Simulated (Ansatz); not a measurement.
**SnH2Cl radical: one structure at several levels**

The atoms stand at a structure displaced at random from a GFN2-xTB minimum. How far do the functionals agree with CCSD(T) there?

The runs use Ansatz 0.2.0, Gaussian basis; single points in def2-TZVPP.

Cores are frozen in the correlated methods. Filled d shells of the heavier atoms are correlated. Core potentials replace the inner electrons past krypton, and spin-orbit coupling is left out. Orbitals are unrestricted.

## 1. The system as given

4 atoms, charge 0, spin multiplicity 2.

Atoms are counted from 1 here; the program's logs count them from 0.

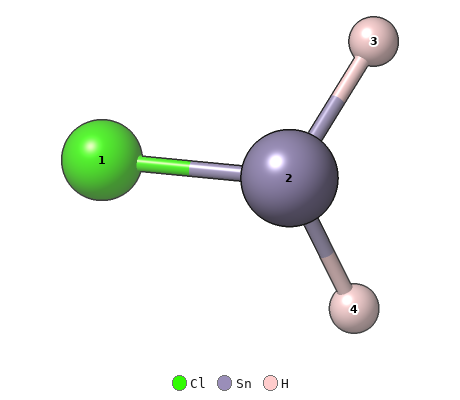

As it starts; chlorine green, tin purple, hydrogen pink; atoms are numbered from 1 in the order of the file.

As a file:

| atom | x (Å) | y (Å) | z (Å) |
| --- | --- | --- | --- |
| Cl1 | -1.9720 | 0.4328 | -0.6298 |
| Sn2 | 0.3117 | -0.1795 | -0.5199 |
| H3 | 0.4188 | -1.6639 | 0.8274 |
| H4 | 1.2263 | 1.3525 | 0.2885 |

## 2. CCSD(T)/def2-TZVPP

File run/in.yaml:

```yaml
crystal:
  periodic: [false, false, false]
  atoms:
    - {symbol: Cl, position_ang: [-1.972000, 0.432800, -0.629800]}
    - {symbol: Sn, position_ang: [0.311700, -0.179500, -0.519900]}
    - {symbol: H, position_ang: [0.418800, -1.663900, 0.827400]}
    - {symbol: H, position_ang: [1.226300, 1.352500, 0.288500]}
basis:
  gaussian: {orbitals: def2-TZVPP}
magnetization: {spin_polarized: true, initial_magnetization: 1}
correlation: {method: ccsd_t}
scf: {omitted_lower_state_checks: [cluster_reference]}
output: {forces: true}
```

No record of the launch command was kept for these runs.

## 3. PBE0-D4/def2-TZVPP

run/in.yaml: that of step 2 with these lines changed.

```diff
@@ -10,4 +10,3 @@
 magnetization: {spin_polarized: true, initial_magnetization: 1}
-correlation: {method: ccsd_t}
-scf: {omitted_lower_state_checks: [cluster_reference]}
-output: {forces: true}
+hamiltonian: {xc: pbe0, dispersion: d4}
+output: {forces: true, orbitals: {seedname: orbitals}}
```

## 4. wB97M-V/def2-TZVPP

run/in.yaml: that of step 3 with these lines changed.

```diff
@@ -10,3 +10,3 @@
 magnetization: {spin_polarized: true, initial_magnetization: 1}
-hamiltonian: {xc: pbe0, dispersion: d4}
-output: {forces: true, orbitals: {seedname: orbitals}}
+hamiltonian: {xc: {name: wB97M-V}}
+output: {forces: true}
```

## 5. r2SCAN-D4/def2-TZVPP

run/in.yaml: that of step 4 with these lines changed.

```diff
@@ -10,3 +10,3 @@
 magnetization: {spin_polarized: true, initial_magnetization: 1}
-hamiltonian: {xc: {name: wB97M-V}}
+hamiltonian: {xc: r2scan, dispersion: d4}
 output: {forces: true}
```

## 6. PBE-D4/def2-TZVPP

run/in.yaml: that of step 5 with these lines changed.

```diff
@@ -10,3 +10,3 @@
 magnetization: {spin_polarized: true, initial_magnetization: 1}
-hamiltonian: {xc: r2scan, dispersion: d4}
+hamiltonian: {xc: pbe, dispersion: d4}
 output: {forces: true}
```

## 7. r2SCANh-D4/def2-TZVPP

run/in.yaml: that of step 6 with these lines changed.

```diff
@@ -10,3 +10,3 @@
 magnetization: {spin_polarized: true, initial_magnetization: 1}
-hamiltonian: {xc: pbe, dispersion: d4}
+hamiltonian: {xc: {name: r2SCANh}, dispersion: d4}
 output: {forces: true}
```

## 8. BLYP-D4/def2-TZVPP

run/in.yaml: that of step 7 with these lines changed.

```diff
@@ -10,3 +10,3 @@
 magnetization: {spin_polarized: true, initial_magnetization: 1}
-hamiltonian: {xc: {name: r2SCANh}, dispersion: d4}
+hamiltonian: {xc: {name: BLYP}, dispersion: d4}
 output: {forces: true}
```

(Steps that only read results are left out.)

What does the calculation give? Wanted: energy less free atoms, CCSD(T)/def2-TZVPP; RMS force component; RMS force error; HOMO and LUMO, PBE0-D4; T1 diagnostic.

**Answer**, as computed:

```
                                  quantity                                                                                              value
energy less free atoms, CCSD(T)/def2-TZVPP                                                                                    -177.0 kcal/mol
                       RMS force component                                                               0.765 to 1.047 eV/Å over the methods
                           RMS force error  PBE0-D4 0.084, wB97M-V 0.020, r2SCAN-D4 0.124, PBE-D4 0.271, r2SCANh-D4 0.078, BLYP-D4 0.415 eV/Å
                    HOMO and LUMO, PBE0-D4                                                                                 -6.98 and -4.19 eV
                             T1 diagnostic                                                                                              0.018
```

**Reading.** Against CCSD(T) the functionals' energies less atoms differ by -10.7 to -5.1 kcal/mol, PBE-D4 by -10.7 kcal/mol. A larger basis would deepen the CCSD(T) value, while the functionals are nearly converged already, so the order here is not reliable. For forces wB97M-V does best and BLYP-D4 worst.
